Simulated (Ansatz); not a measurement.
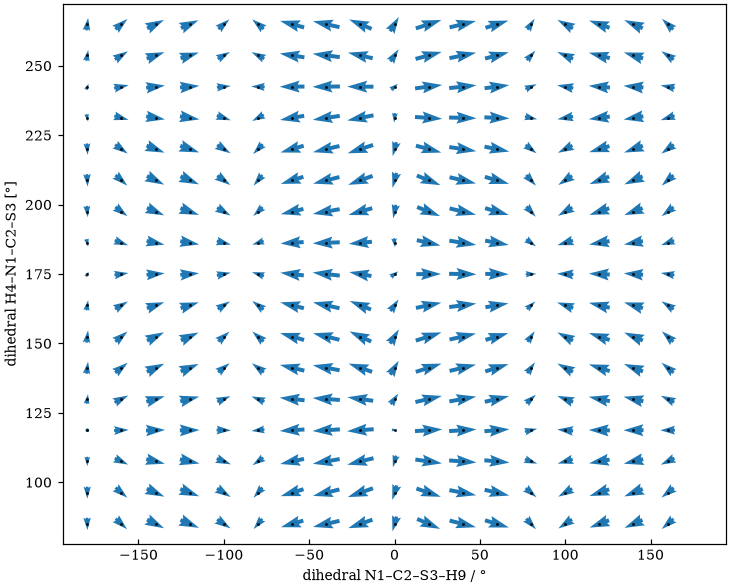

CH6NS, SMILES [NH3+]CS, charge +1. The first coordinate is: dihedral N1–C2–S3–H9; the second: dihedral H4–N1–C2–S3. Nothing is relaxed (all other coordinates rigid). Grid: 18 × 17 points. Method: RHF/def2-TZVP (Ansatz 0.2.0).

In the figure: dots at the grid points, arrows along the force (downhill), their lengths compressed.

The arrows alone are given. Where are the wells?

The arrows converge at about dihedral N1–C2–S3–H9 = 85°, dihedral H4–N1–C2–S3 = 176°; about dihedral N1–C2–S3–H9 = −85°, dihedral H4–N1–C2–S3 = 181° (3.1 kJ/mol up) (read from the interpolated surface).

The energy map of the same scan:

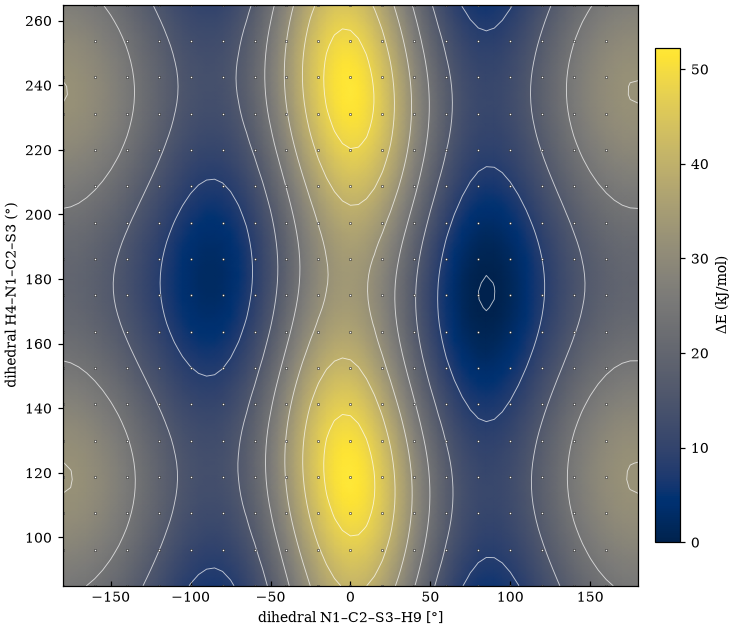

Energies are in kJ/mol, from the lowest grid point; between grid points the surface is interpolated.
